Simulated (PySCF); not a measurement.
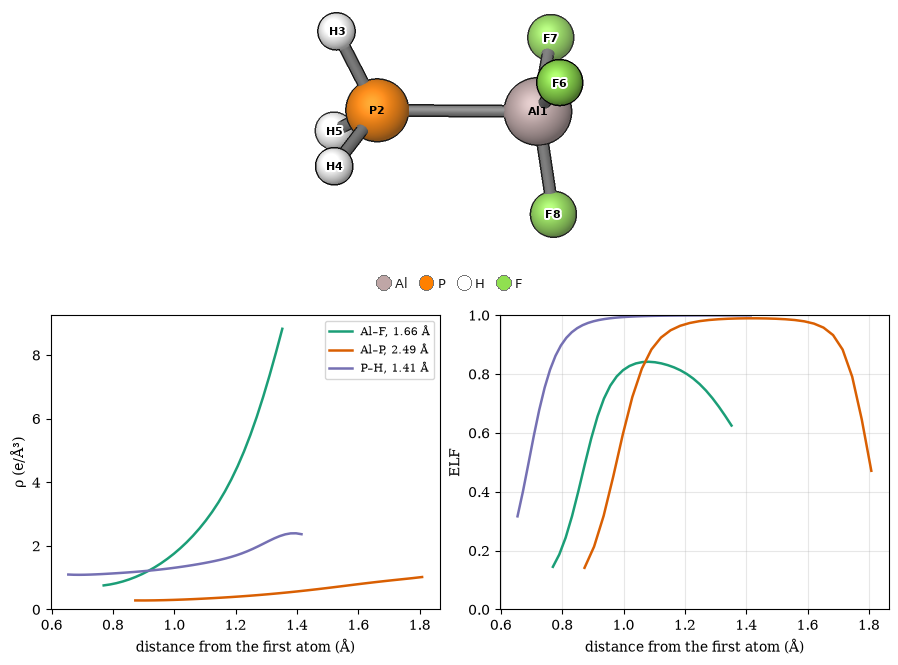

The picture shows: AlF$_{3}$H$_{3}$P. Total electron density and ELF along straight lines between neighbouring atoms. The curves leave out the atomic cores. The structure is drawn too.

Geometry: PBE0-D3(BJ)/def2-SVP.

Theory: PySCF 2.14.0, PBE0/pcSseg-1 Al:pcSseg-2, SCF density, gas phase, non-relativistic.

Input file:

```
{"job": {"kind": "nmr", "xc": "PBE0", "basis": {"default": "pcSseg-1", "Al": "pcSseg-2"}}, "charge": 0, "multiplicity": 1}
Al     0.027803     0.016168    -1.405943
P      0.018534    -0.041739     1.086695
H      0.666132     1.018177     1.763462
H      0.595720    -1.150690     1.748855
H     -1.245922    -0.003385     1.719891
F      1.666528    -0.011347    -1.692916
F     -0.764016     1.467375    -1.598751
F     -0.826551    -1.380209    -1.705004
```

Command:

```sh
OMP_NUM_THREADS=1 python probes_run.py task.json out
```

**Compare the contacts.**

Al–F (1.66 Å): the density is about 0.88 e/Å³ at the midpoint; the ELF peaks at about 0.85 in the valence shell of F, 0.6 Å from its nucleus, and is about 0.30 at the midpoint.
Al–P (2.49 Å): the density is about 0.43 e/Å³ at the midpoint, with its minimum of 0.28 e/Å³ about 0.9 Å from Al; the ELF peaks at about 1 between the atoms; localised, covalent bonding.
P–H (1.41 Å): ρ at the midpoint is about 1.1 e/Å³; the ELF climbs to about 1 towards the hydrogen, as it does in any bond to H.
